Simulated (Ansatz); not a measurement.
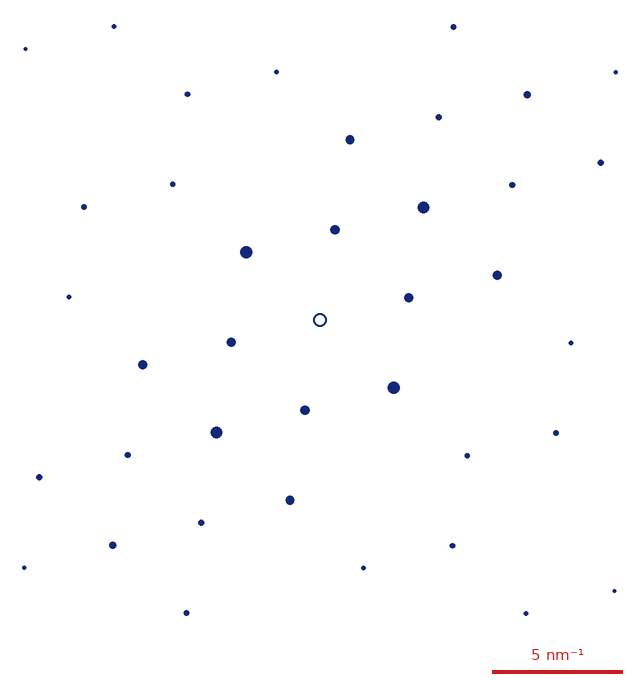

Kinematic zone-axis pattern, calculated for 200 keV electrons with B = 0.8 Å².

Question: What net do the spots form, and what spacings does it show?

Answer: The spots form a centred rectangular net with both shortest vectors at d = 2.83 Å, 66.4° apart.

Question: What is the point symmetry of the pattern, intensities included?

Answer: 2mm.

Question: What was simulated?

Answer: This cannot be fixed from one zone alone; the pattern is [211] of Tl, space group P6_3/mmc (No. 194), a = 3.38 Å, c = 10.98 Å (hexagonal axes). The net vectors are 0 1 -1 and -1 1 1. Structure: the geometry relaxed with DFT, LDA (PW92), plane waves (420 eV) with PAW, scalar-relativistic (Ansatz); the starting structure was generated, so it need not be a known form of this composition.
